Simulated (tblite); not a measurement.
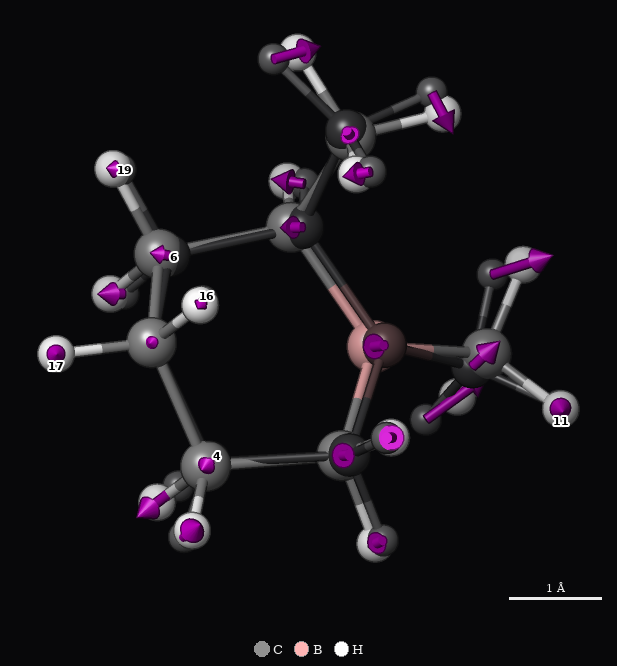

This is a relaxation of C7H15B. The starting structure is drawn faded, the final one solid; purple arrows show the displacements, 2 times their true length. The two geometries are superimposed by the best rigid fit.

A ball-and-stick model, seen at a tilt.

Theory: GFN2-xTB geometry optimisation, gas phase in tblite. 

Which element moves most?

Answer. Hydrogen: up to 0.43 Å, against 0.23 Å for carbon.

Describe the change and its energy.

Answer. An H atom moves most after the best rigid fit: 0.43 Å. By element the largest moves are H 0.43 Å, C 0.23 Å, B 0.23 Å. Among the contacts that change: C–H 1.127 → 1.089 Å, C–C 1.515 → 1.540 Å, B–C 1.600 → 1.575 Å, C–C 1.507 → 1.526 Å. Bond angles that change, for instance: H–C–H 114.4° → 106.1°, B–C–H 106.3° → 113.8°, B–C–C 107.9° → 114.0°. Over 100 geometry steps the energy falls by 10.3 kcal/mol. Cost: 0.58 s on 1 thread of Arm Neoverse V2, with other jobs on the host.
